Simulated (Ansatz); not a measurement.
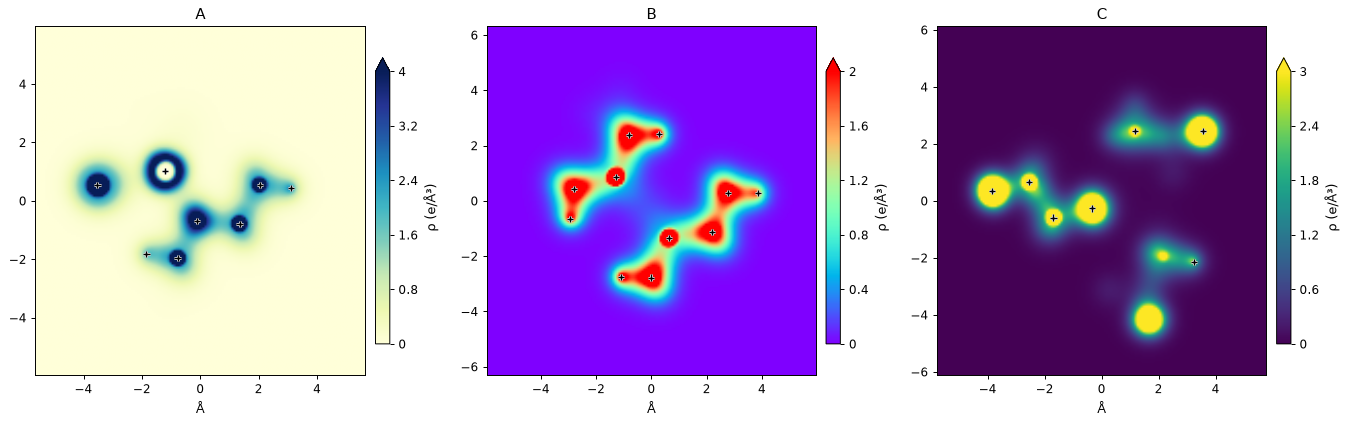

The electron density of 3 systems, each on a plane through atoms (crosses mark nuclei in the plane).

Theory: Ansatz 0.2.0, RKS PBE0-D4/def2-TZVPP.

System 1: C6H16Cl2HfN2, the plane of atoms C2, N3 and C4. Geometry: PBE0-D4/def2-TZVP; core potentials replace the inner electrons of Hf.

```xyz
27

C     1.3263    2.5888   -0.7165
C     0.2779    2.4043    0.3703
N    -0.5124    1.1854    0.2410
C    -1.4219    1.2077   -0.8869
C    -2.3369    0.0003   -0.9304
Hf   -0.2282   -0.3209    1.5527
Cl    1.2949    0.3022    3.2656
Cl   -2.2125   -1.2292    2.5033
N     0.6494   -1.7738    0.4839
C     1.0485   -1.8638   -0.8960
C     0.9554   -2.9705    1.2391
H     1.9001    3.5009   -0.5357
H     2.0225    1.7463   -0.7266
H     0.8777    2.6733   -1.7081
H    -0.3992    3.2710    0.3836
H     0.7805    2.4002    1.3437
H    -0.8569    1.2608   -1.8279
H    -2.0305    2.1236   -0.8439
H    -2.9674    0.0354   -1.8207
H    -1.7695   -0.9360   -0.9753
H    -2.9911   -0.0395   -0.0570
H     2.1299   -2.0369   -0.9880
H     0.8117   -0.9392   -1.4252
H     0.5402   -2.6929   -1.4090
H     2.0335   -3.1787    1.2444
H     0.6426   -2.8702    2.2864
H     0.4354   -3.8485    0.8331
```

System 2: C6H16B2Br2 (SMILES CC[B-]1(C)[Br+][B-](C)(CC)[Br+]1), the plane of atoms B6, C8 and H22. Geometry: PBE0-D4/def2-TZVP.

```
atom    x (Å)    y (Å)    z (Å)
   C  -1.0036  -0.3534  -2.6671
   C  -2.1148  -0.0300  -1.6809
   B  -1.7567   0.2816  -0.1805
   C  -2.8555   0.6258   0.8867
  Br  -0.4834  -1.2774   0.6223
   B   0.9978   0.3080   0.8534
   C   1.1318   0.6379   2.3814
   C   2.2193  -0.0089  -0.0880
   C   3.0619  -1.1865   0.3938
  Br  -0.2195   1.8228  -0.0936
   H  -0.4418  -1.2370  -2.3552
   H  -1.4012  -0.5498  -3.6653
   H  -0.2948   0.4739  -2.7505
   H  -2.8368  -0.8585  -1.6526
   H  -2.6907   0.8338  -2.0419
   H  -3.5664  -0.2035   0.9690
   H  -3.4205   1.5091   0.5701
   H  -2.4577   0.8235   1.8833
   H   0.1799   0.8446   2.8729
   H   1.7759   1.5139   2.5161
   H   1.6039  -0.1981   2.9079
   H   1.8900  -0.1806  -1.1166
   H   2.8402   0.8973  -0.1195
   H   2.4712  -2.1062   0.4340
   H   3.9069  -1.3714  -0.2735
   H   3.4646  -1.0109   1.3942
```

System 3: C7H9F9GeO3 (SMILES [CH3][Ge]([O]CC(F)(F)F)([O]CC(F)(F)F)[O]CC(F)(F)F), the plane of atoms O3, C4 and C5. Geometry: PBE0-D4/def2-TZVP.

```xyz
29

C     0.8051    2.0354    1.4422
Ge    0.5169    0.3186    0.6377
O    -0.5437    0.2503   -0.7905
C    -1.0664    1.3741   -1.4209
C    -0.1180    1.8963   -2.4809
F    -0.6351    2.9699   -3.0837
F     1.0603    2.2575   -1.9435
F     0.1436    0.9823   -3.4168
O     2.0730   -0.3533    0.1390
C     2.2498   -1.1664   -0.9791
C     1.9220   -2.6181   -0.6953
F     0.6227   -2.7849   -0.4009
F     2.6254   -3.1105    0.3233
F     2.1861   -3.3623   -1.7765
O    -0.2009   -0.8108    1.7968
C    -1.4611   -1.3761    1.6241
C    -2.5413   -0.4706    2.1783
F    -2.5243    0.7372    1.5773
F    -3.7507   -1.0010    1.9744
F    -2.4037   -0.2517    3.4861
H     1.4665    1.8975    2.2980
H     1.2725    2.7156    0.7321
H    -0.1425    2.4443    1.7917
H    -1.9997    1.1029   -1.9223
H    -1.2794    2.2050   -0.7380
H     1.6374   -0.8615   -1.8343
H     3.3020   -1.1270   -1.2731
H    -1.7088   -1.5751    0.5771
H    -1.5077   -2.3177    2.1779
```

Q: Match each panel to its system.

A: Panel A is system 1, C6H16Cl2HfN2: the plane holds C, N, Hf, Cl and H. C–N (1.46 Å): ρ is about 1.9 e/Å³ halfway. Panel B is system 2, C6H16B2Br2: the plane holds C, B and H. C–C (1.52 Å): ρ is about 1.6 e/Å³ halfway. Panel C is system 3, C7H9F9GeO3: the plane holds O, C, F and H. C–F (1.34 Å): ρ is about 2.4 e/Å³ halfway.
